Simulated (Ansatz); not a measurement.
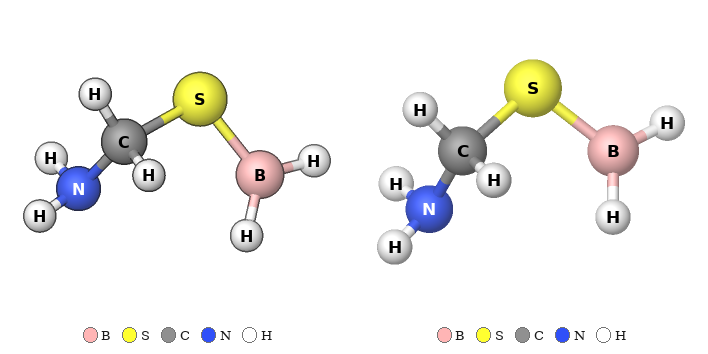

Two views of one molecule.

The geometry was computed by an optimisation with PBE0-D4/def2-TZVP.

> What is the molecular formula?

CH6BNS, 10 atoms: 1 carbon, 6 hydrogen, 1 boron, 1 nitrogen and 1 sulfur.

> Name functional groups in it.

Among them: primary amine, B–H bond.

The parts below concern this one geometry. Atoms keep their numbers from picture to picture.

### Shape

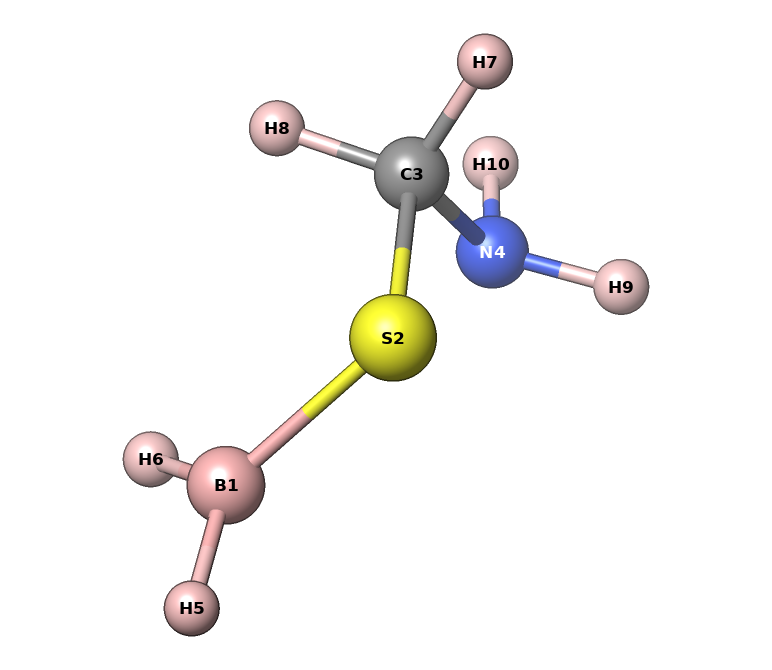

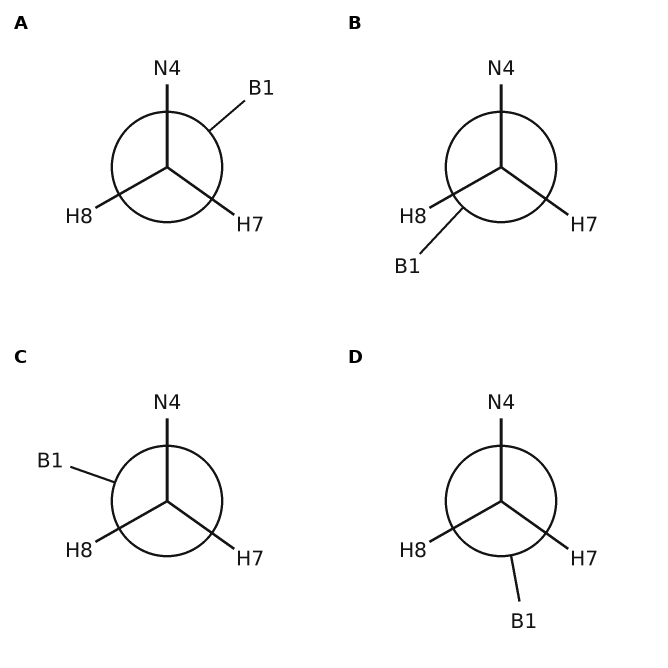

Atoms fade into the background with distance from the viewer. Bonds that would overlap in a projection are set slightly apart.

> Which Newman projection shows the view along C3–S2, with C3 in front?

C. The torsion angle N4–C3–S2–B1 is −70°, synclinal (gauche).

### Charges

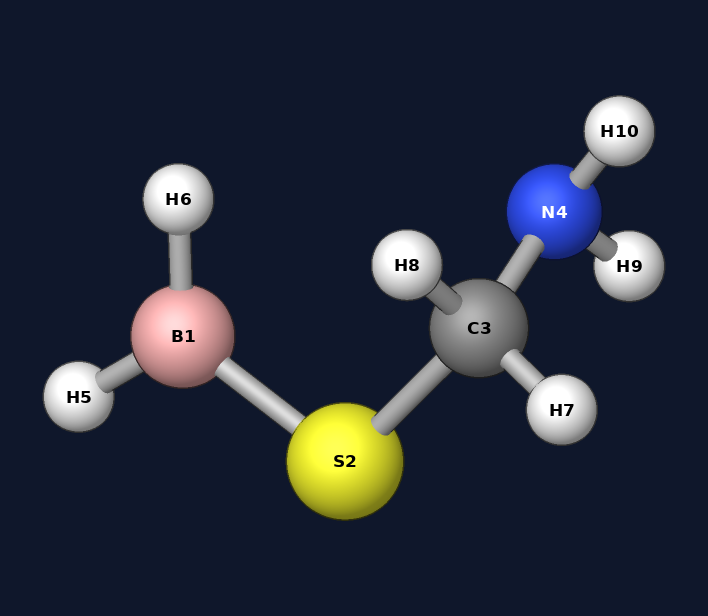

The questions are on Mulliken charges. Level of theory: RKS B3LYP-D4/def2-TZVPP (Ansatz 0.2.0).

> Which atom carries the highest charge (most positive or least negative)?

H9, H10 (0.13 e).

> And the lowest?

N4 (−0.32 e).

Give the Mulliken charges atom by atom.

```tsv
atom	value (e)
B1	−0.09
S2	−0.11
C3	−0.06
N4	−0.32
H5	0.04
H6	0.04
H7	0.12
H8	0.12
H9	0.13
H10	0.13
```

### Electronic properties

Properties computed with RKS PBE-D4/def2-TZVPP (Ansatz 0.2.0).

> What is the HOMO energy (Kohn–Sham orbital)?

−5.85 eV.

> Estimate the dipole moment.

2.70 D.

> What is the HOMO–LUMO gap?

3.87 eV.

> What is the dispersion correction?

−18.0 kJ/mol.

### Thermal motion

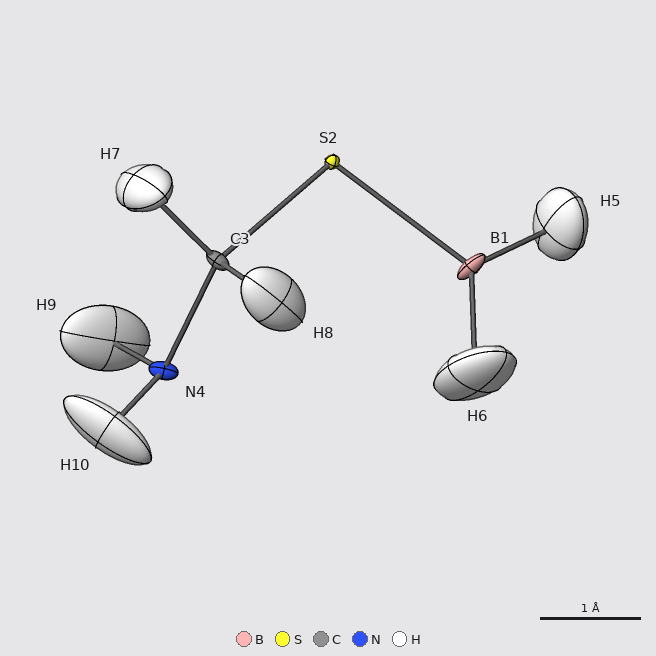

Displacement ellipsoids at the 50 % level, enlarged 1.5 times, from the internal vibrations of the free molecule (harmonic, no overall translation or rotation; no half-axis is drawn under 0.075 Å). Vibrations computed with RKS PBE0-D4/def2-TZVP (Ansatz 0.2.0). Temperature: 0 K (zero-point motion alone).

Give the displacement parameters, one line for each set of equivalent atoms.

```tsv
atom	U_eq (Å²)	rms amplitudes (Å)
B1	0.0030	0.033, 0.043, 0.078
S2	0.00066	0.019, 0.022, 0.034
C3	0.0020	0.034, 0.040, 0.057
N4	0.0021	0.023, 0.040, 0.064
H5	0.0202	0.093, 0.144, 0.177
H6	0.0249	0.086, 0.154, 0.208
H7	0.0170	0.083, 0.117, 0.175
H8	0.0173	0.082, 0.118, 0.177
H9	0.0260	0.074, 0.141, 0.229
H10	0.0243	0.078, 0.120, 0.229
```

Mulliken values depend strongly on the basis set and can even reverse the polarity of a bond.
